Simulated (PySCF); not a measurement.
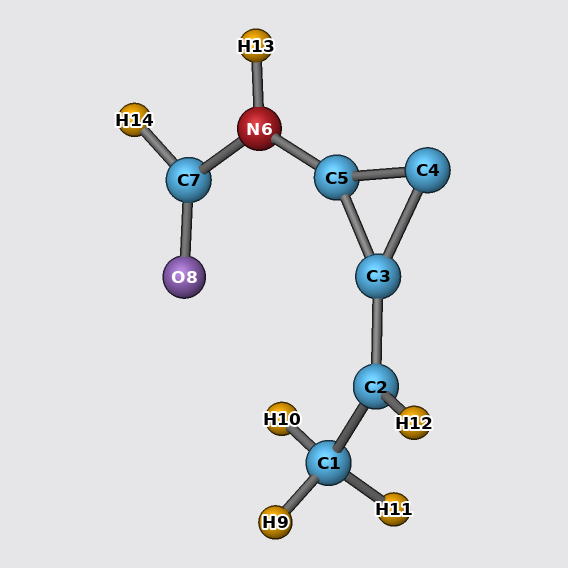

The questions are on Mulliken spin populations. Charge 0, doublet. The geometry was computed by an optimisation with GFN2-xTB. No frequency run is at hand to confirm it as a minimum. Method: UKS B3LYP, pcH-1 on C H N O, non-relativistic (PySCF 2.14.0).

Give the Mulliken spin populations atom by atom.

```csv
atom,value (e)
C1,−0.05
C2,0.64
C3,−0.06
C4,0.21
C5,0.17
N6,0.02
C7,0.00
O8,0.03
H9,0.03
H10,0.00
H11,0.03
H12,−0.02
H13,0.00
H14,0.00
```

Mulliken values depend strongly on the basis set.
